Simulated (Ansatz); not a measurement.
**Ge(iPr)2Cl2 (C₆H₁₄Cl₂Ge): the relaxed shape and its frontier levels**

What does Ge(iPr)2Cl2 (C₆H₁₄Cl₂Ge) look like as a singlet, and where do its frontier electrons sit?

The runs use Ansatz 0.2.0, Gaussian basis; RKS PBE0-D4/def2-TZVP.

The runs, in order: relaxation at PBE-D4/def2-SVP; a single point at PBE0-D4/def2-TZVP.

2 further runs of the same task are left out: 2 set aside as unsound or not needed. Runs told in other sessions of the task aren't counted.

**1. The starting structure**

23 atoms, charge 0, spin multiplicity 1.

Atoms are counted from 1 here; the program's logs count them from 0.

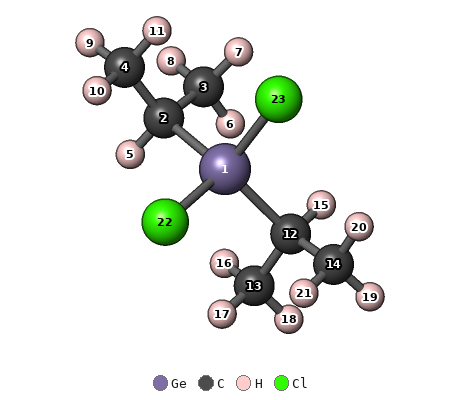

As it starts; germanium purple, carbon dark grey, hydrogen pink, chlorine green; atoms are numbered from 1 in the order of the file.

The start is a GFN2-xTB geometry.

**2. Relaxation at PBE-D4/def2-SVP**

Contents of in.yaml:

```yaml
crystal:
  periodic: [false, false, false]
  atoms:
    - {symbol: Ge, position_ang: [-0.719760, 0.021790, -0.497270]}
    - {symbol: C, position_ang: [-0.873560, 0.240310, 1.546820]}
    - {symbol: C, position_ang: [-0.079840, -0.851220, 2.246550]}
    - {symbol: C, position_ang: [-2.332040, 0.237560, 1.971230]}
    - {symbol: H, position_ang: [-0.435010, 1.214090, 1.777020]}
    - {symbol: H, position_ang: [0.968500, -0.821340, 1.953880]}
    - {symbol: H, position_ang: [-0.480050, -1.832050, 1.996870]}
    - {symbol: H, position_ang: [-0.137380, -0.723860, 3.327150]}
    - {symbol: H, position_ang: [-2.416000, 0.416860, 3.042470]}
    - {symbol: H, position_ang: [-2.886250, 1.015740, 1.448050]}
    - {symbol: H, position_ang: [-2.792980, -0.722710, 1.746500]}
    - {symbol: C, position_ang: [1.163760, -0.207170, -1.302700]}
    - {symbol: C, position_ang: [2.027950, 0.993160, -0.951480]}
    - {symbol: C, position_ang: [1.075880, -0.418120, -2.804350]}
    - {symbol: H, position_ang: [1.579650, -1.104170, -0.837360]}
    - {symbol: H, position_ang: [2.100530, 1.122290, 0.127520]}
    - {symbol: H, position_ang: [1.607250, 1.901870, -1.378520]}
    - {symbol: H, position_ang: [3.033460, 0.861940, -1.349550]}
    - {symbol: H, position_ang: [2.066560, -0.592860, -3.222060]}
    - {symbol: H, position_ang: [0.448830, -1.277810, -3.035970]}
    - {symbol: H, position_ang: [0.649070, 0.459210, -3.287690]}
    - {symbol: Cl, position_ang: [-1.645210, 1.727150, -1.428370]}
    - {symbol: Cl, position_ang: [-1.923370, -1.660660, -1.088750]}
basis:
  gaussian: {orbitals: def2-SVP}
hamiltonian: {xc: pbe, dispersion: d4}
scf: {lower_state_search: "off"}
output: {orbitals: {seedname: orbitals}}
relax: {f_tol: 0.03, max_steps: 70}
```

The run is started by

```bash
ansatz run in.yaml --threads 4 --pin off --events-out ev --progress --plain --max-ram 6963MiB
```

Log, cut to the lines that bear on the results:

```text
Functional definition: PBE
  name "PBE"
  cite "Perdew, Burke & Ernzerhof, Phys. Rev. Lett. 77, 3865 (1996) doi:10.1103/PhysRevLett.77.3865"
  parent pbe
[...]
2501 factors; their error is unknown
[...]
mean field -87969.50634450 eV, -3232.8197302873 hartree, gradient 1.7e-6 eV, S^2 0.000000; 0 other end points of the search recorded, 0 dependent functions left out
[...]
reference -87969.50638825 eV, -3232.8197318951 hartree; 58, 58 occupied and 164, 164 virtual orbitals, 2501 factors
relax step   1: F+E_penalty+E_count = -87970.21137829 eV  Δ(F+E_penalty+E_count) = +0.000e0 eV  max|allowed force component| = 1.405e0 eV/Å  Δτ_max = 0.0000 Å  (20 SCF iters, accepted)
[...]
relax step   7: F+E_penalty+E_count = -87970.46881036 eV  Δ(F+E_penalty+E_count) = -3.743e-4 eV  max|allowed force component| = 4.409e-2 eV/Å  Δτ_max = 0.0512 Å  (19 SCF iters, accepted)
[...]
relax step   8: F+E_penalty+E_count = -87970.46920259 eV  Δ(F+E_penalty+E_count) = -3.922e-4 eV  max|allowed force component| = 1.858e-2 eV/Å  Δτ_max = 0.0303 Å  (20 SCF iters, accepted)
Total energy: -87970.46924653 eV, -3232.8551162842 hartree
Atom 0 at    -0.664529    -0.037494    -0.464040 Å, force    -0.000517     0.010797    -0.000157 eV/Å
Atom 1 at    -0.820824     0.211646     1.492478 Å, force    -0.005553    -0.018583     0.016405 eV/Å
Atom 2 at    -0.084075    -0.929031     2.206937 Å, force    -0.009033     0.009338    -0.009110 eV/Å
[...]
Atom 8 at    -2.371691     0.510685     3.001902 Å, force    -0.002324     0.001331     0.006034 eV/Å
Atom 9 at    -2.789975     1.178329     1.388009 Å, force     0.001970    -0.001858     0.001110 eV/Å
Atom 10 at    -2.850530    -0.589346     1.668374 Å, force     0.000805     0.000682     0.002915 eV/Å
Atom 11 at     1.135599    -0.190735    -1.270433 Å, force     0.007643     0.005361    -0.000341 eV/Å
Atom 12 at     1.966423     1.043185    -0.895316 Å, force    -0.011605    -0.010229    -0.003089 eV/Å
Atom 13 at     1.036019    -0.417112    -2.781217 Å, force    -0.002511     0.004139     0.009028 eV/Å
Atom 14 at     1.568127    -1.095337    -0.787290 Å, force     0.001322    -0.003087     0.000879 eV/Å
Atom 15 at     2.072522     1.165624     0.202541 Å, force     0.000514    -0.000460     0.001132 eV/Å
Atom 16 at     1.508100     1.971021    -1.296098 Å, force    -0.001352     0.001147    -0.001888 eV/Å
Atom 17 at     2.990000     0.967236    -1.320093 Å, force     0.004838     0.001600    -0.001437 eV/Å
Atom 18 at     2.046786    -0.542232    -3.224215 Å, force     0.003651    -0.001639    -0.004696 eV/Å
Atom 19 at     0.441373    -1.321065    -3.020061 Å, force     0.000837    -0.002570    -0.000970 eV/Å
Atom 20 at     0.551829     0.446930    -3.281134 Å, force    -0.000355     0.002508    -0.000651 eV/Å
Atom 21 at    -1.665524     1.654823    -1.445162 Å, force    -0.002765    -0.001878    -0.003417 eV/Å
Atom 22 at    -1.795431    -1.851308    -0.974724 Å, force     0.001495     0.004873     0.002100 eV/Å
Dipole moment:     0.529872     0.029664     0.370886 e Å
Checks for a lower state left out: stability, starts, cluster_reference, orbital_swaps, neighbouring_geometries, increment
```

It took 27 s on 4 threads of Arm Neoverse V1, shared host.

Relaxation path:

| step | energy from step 1 (eV) | largest force component (eV/Å) |
| --- | --- | --- |
| 1 | 0.0000 | 1.4048 |
| 2 | -0.2303 | 0.5974 |
| 3 | -0.2542 | 0.0427 |
| 4 | -0.2553 | 0.0254 |
| 5 | -0.2563 | 0.0249 |
| 6 | -0.2571 | 0.0420 |
| 7 | -0.2574 | 0.0441 |
| 8 | -0.2578 | 0.0186 |

The force was under the threshold of 0.03 eV/Å already at step 4, but the program went on to step 8.

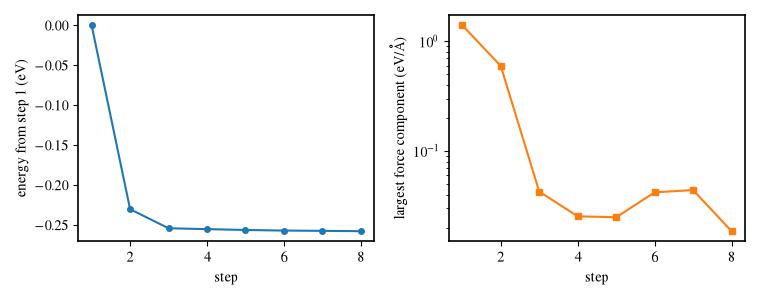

Energy and force, step by step.

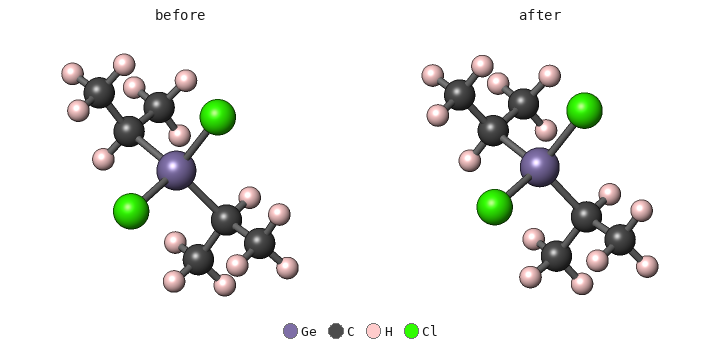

The geometry before (left) and after (right).

Close pairs (by a distance rule), those that changed most:

| bond | before (Å) | after (Å) | change (Å) |
| --- | --- | --- | --- |
| Ge1–C2 | 2.061 | 1.978 | -0.083 |
| Ge1–C12 | 2.061 | 1.978 | -0.083 |
| Ge1–Cl23 | 2.152 | 2.198 | +0.046 |
| Ge1–Cl22 | 2.152 | 2.197 | +0.045 |
| C3–H7 | 1.088 | 1.110 | +0.022 |
| C13–H18 | 1.089 | 1.111 | +0.021 |
| C14–H19 | 1.089 | 1.111 | +0.021 |
| C4–H9 | 1.089 | 1.111 | +0.021 |

Bonds by kind at the end (by distance):

| bond | count | shortest (Å) | longest (Å) |
| --- | --- | --- | --- |
| C–C | 4 | 1.531 | 1.534 |
| C–Ge | 2 | 1.978 | 1.978 |
| Cl–Ge | 2 | 2.197 | 2.198 |
| C–H | 14 | 1.108 | 1.113 |

**3. Single point, PBE0-D4/def2-TZVP**

start.molden holds the orbitals of an earlier run on this state, given as this run's starting guess.

Contents of in.yaml:

```yaml
crystal:
  periodic: [false, false, false]
  atoms:
    - {symbol: Ge, position_ang: [-0.664529, -0.037494, -0.464040]}
    - {symbol: C, position_ang: [-0.820824, 0.211646, 1.492478]}
    - {symbol: C, position_ang: [-0.084075, -0.929031, 2.206937]}
    - {symbol: C, position_ang: [-2.289381, 0.337403, 1.907984]}
    - {symbol: H, position_ang: [-0.296980, 1.174908, 1.683950]}
    - {symbol: H, position_ang: [0.991853, -0.972818, 1.938258]}
    - {symbol: H, position_ang: [-0.534734, -1.912948, 1.960515]}
    - {symbol: H, position_ang: [-0.144966, -0.802366, 3.308824]}
    - {symbol: H, position_ang: [-2.371691, 0.510685, 3.001902]}
    - {symbol: H, position_ang: [-2.789975, 1.178329, 1.388009]}
    - {symbol: H, position_ang: [-2.850530, -0.589346, 1.668374]}
    - {symbol: C, position_ang: [1.135599, -0.190735, -1.270433]}
    - {symbol: C, position_ang: [1.966423, 1.043185, -0.895316]}
    - {symbol: C, position_ang: [1.036019, -0.417112, -2.781217]}
    - {symbol: H, position_ang: [1.568127, -1.095337, -0.787290]}
    - {symbol: H, position_ang: [2.072522, 1.165624, 0.202541]}
    - {symbol: H, position_ang: [1.508100, 1.971021, -1.296098]}
    - {symbol: H, position_ang: [2.990000, 0.967236, -1.320093]}
    - {symbol: H, position_ang: [2.046786, -0.542232, -3.224215]}
    - {symbol: H, position_ang: [0.441373, -1.321065, -3.020061]}
    - {symbol: H, position_ang: [0.551829, 0.446930, -3.281134]}
    - {symbol: Cl, position_ang: [-1.665524, 1.654823, -1.445162]}
    - {symbol: Cl, position_ang: [-1.795431, -1.851308, -0.974724]}
basis:
  gaussian: {orbitals: def2-TZVP, initial_orbitals: start.molden}
hamiltonian: {xc: pbe0, dispersion: d4}
scf: {omitted_lower_state_checks: [starts]}
output: {forces: true, orbitals: {seedname: orbitals}}
```

Launched as before.

Log, cut to the lines that bear on the results:

```text
Functional definition: PBE0
  name "PBE0"
  cite "Adamo & Barone, J. Chem. Phys. 110, 6158 (1999) doi:10.1063/1.478522"
  cite "Perdew, Burke & Ernzerhof, Phys. Rev. Lett. 77, 3865 (1996) doi:10.1103/PhysRevLett.77.3865"
  parent pbe
[...]
2633 factors; their error is unknown
[...]
mean field -87997.30858315 eV, -3233.8414437128 hartree, gradient 1.4e-5 eV, S^2 0.000000; 0 other end points of the search recorded, 0 dependent functions left out
[...]
reference -87997.30862741 eV, -3233.8414453392 hartree; 58, 58 occupied and 334, 334 virtual orbitals, 2633 factors
Total energy: -87997.92958062 eV, -3233.8642649487 hartree
Atom 0 at    -0.664529    -0.037494    -0.464040 Å, force    -0.138524     0.003099    -0.097030 eV/Å
Atom 1 at    -0.820824     0.211646     1.492478 Å, force     0.124529     0.202702    -0.012747 eV/Å
[...]
Atom 14 at     1.568127    -1.095337    -0.787290 Å, force    -0.177947     0.426644    -0.244325 eV/Å
Atom 15 at     2.072522     1.165624     0.202541 Å, force    -0.062090    -0.079157    -0.520353 eV/Å
Atom 16 at     1.508100     1.971021    -1.296098 Å, force     0.218374    -0.448131     0.178348 eV/Å
Atom 17 at     2.990000     0.967236    -1.320093 Å, force    -0.490629     0.017230     0.188836 eV/Å
Atom 18 at     2.046786    -0.542232    -3.224215 Å, force    -0.467622     0.061734     0.226120 eV/Å
Atom 19 at     0.441373    -1.321065    -3.020061 Å, force     0.300498     0.427756     0.117414 eV/Å
Atom 20 at     0.551829     0.446930    -3.281134 Å, force     0.247810    -0.403586     0.241346 eV/Å
Atom 21 at    -1.665524     1.654823    -1.445162 Å, force     0.179482    -0.371736     0.196183 eV/Å
Atom 22 at    -1.795431    -1.851308    -0.974724 Å, force     0.222469     0.398365     0.084820 eV/Å
Dipole moment:     0.573511     0.032104     0.401416 e Å
Checks for a lower state left out: starts
```

It took 30 s on 4 threads of Arm Neoverse V1, shared host; peak memory 2.1 GiB.

Report: HOMO -7.77 eV, LUMO -0.21 eV.

Mulliken charges, from this run's orbitals:

Ge1 0.59; C2 -0.12; C3 -0.38; C4 -0.38; H5 0.11; H6 0.13; H7 0.14; H8 0.13; H9 0.13; H10 0.14; H11 0.14; C12 -0.12; C13 -0.38; C14 -0.38; H15 0.11; H16 0.13; H17 0.14; H18 0.13; H19 0.13; H20 0.14; H21 0.14; Cl22 -0.34; Cl23 -0.34

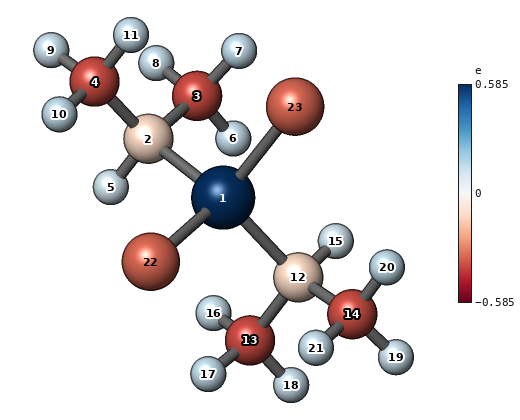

Mulliken charges, from this run's orbitals, as colours on the atoms.

Largest Mayer bond orders: C2–C4 0.99; C12–C14 0.99; C12–C13 0.97; C2–C3 0.97; C3–H6 0.97; C13–H16 0.97; C4–H10 0.96; C14–H20 0.96; C4–H9 0.96; C4–H11 0.96.

The fields below are evaluated on a grid from the run's orbitals.

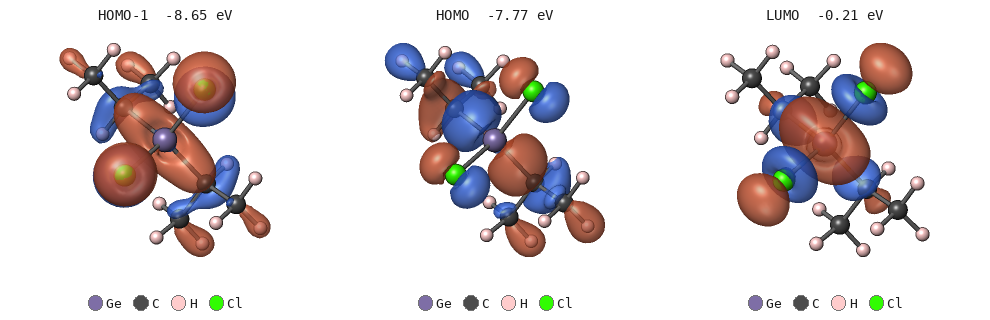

PBE0-D4/def2-TZVP orbitals near the gap, drawn at the value that encloses 70 % of each; the two colours are the two signs.

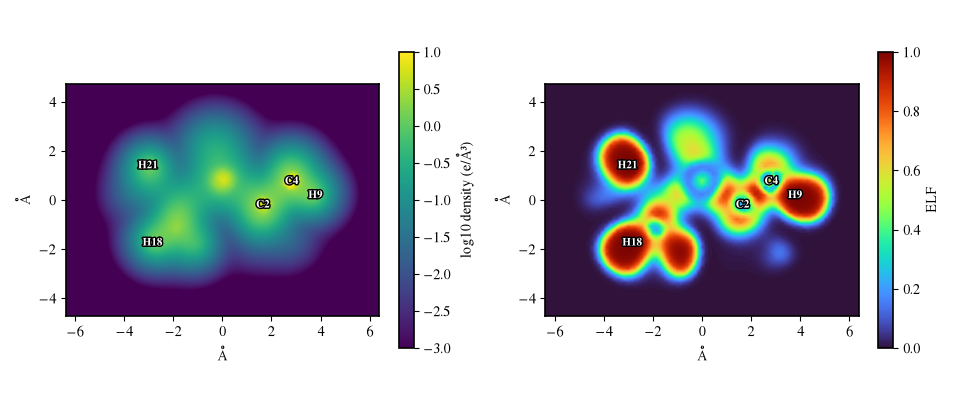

Density (left) and ELF (right) in a plane through or near 5 of the atoms.

**4. What came out**

```
                       quantity                          value
                    point group                             C2
 commonest bond, hydrogen aside  C–C, 4 of mean length 1.533 Å
HOMO, LUMO at PBE0-D4/def2-TZVP                -7.77, -0.21 eV
      dipole at PBE-D4/def2-SVP                         3.11 D
```

**Reading.** The molecule keeps its bonding pattern by the stored test; the atoms moved 0.12 Å (rms). No usable vibrations, so a minimum isn't proven. The HOMO lies nearest to C2, C12 about 18 % each; Ge1 13 % and the LUMO to Ge1 34 %; Cl22, Cl23 about 21 % each. The point group is read from a loosely relaxed geometry; soft torsions can leave it below the true symmetry.
